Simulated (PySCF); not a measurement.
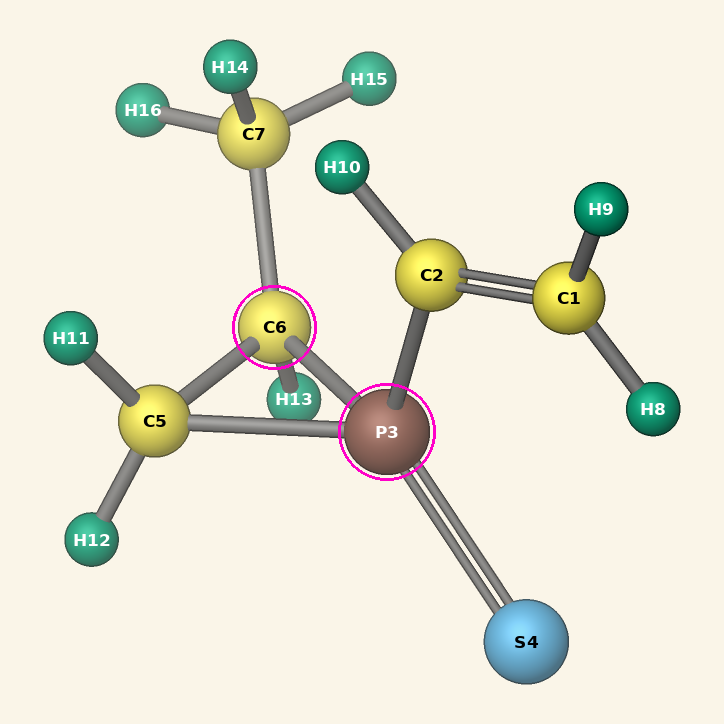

Distant atoms are faded towards the background colour. Circles mark the stereogenic atoms. The geometry was computed by an optimisation with GFN2-xTB. No frequency run is at hand to confirm it as a minimum.

Q: Give the R/S and E/Z labels.

A: P3: S (priorities S4 > C6 > C2 > C5); C6: R (priorities P3 > C5 > C7 > H13).
